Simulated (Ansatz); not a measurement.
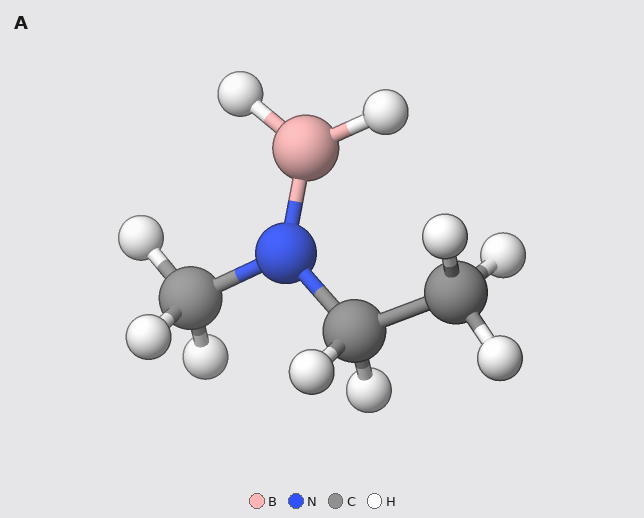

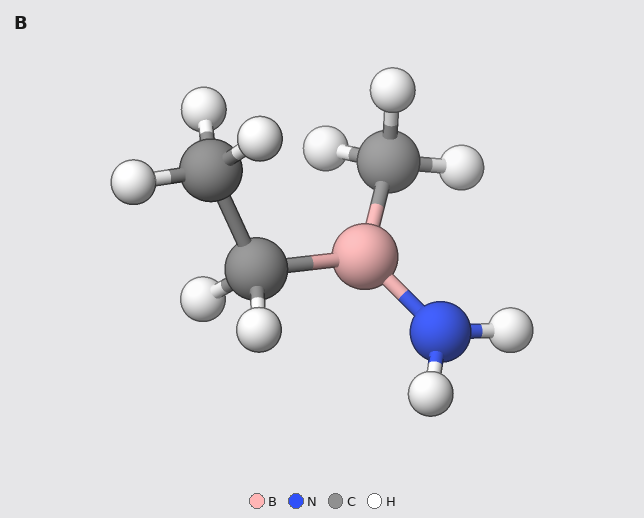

2 stationary structures of one formula. Geometries: PBE-D4/def2-SVP. Electronic energies: PBE-D4/def2-SVP (Ansatz 0.2.0), without zero-point energy. No frequency run is at hand to confirm each as a minimum. Each is one conformer, not always the lowest.

**Are they conformers, stereoisomers or constitutional isomers?**

They are constitutional isomers of C3H10BN: A `BN(C)CC`, B `CCB(C)N`.

**Which is lowest in energy, and by how much?**

B is lowest; A lies 1.206 eV above it.
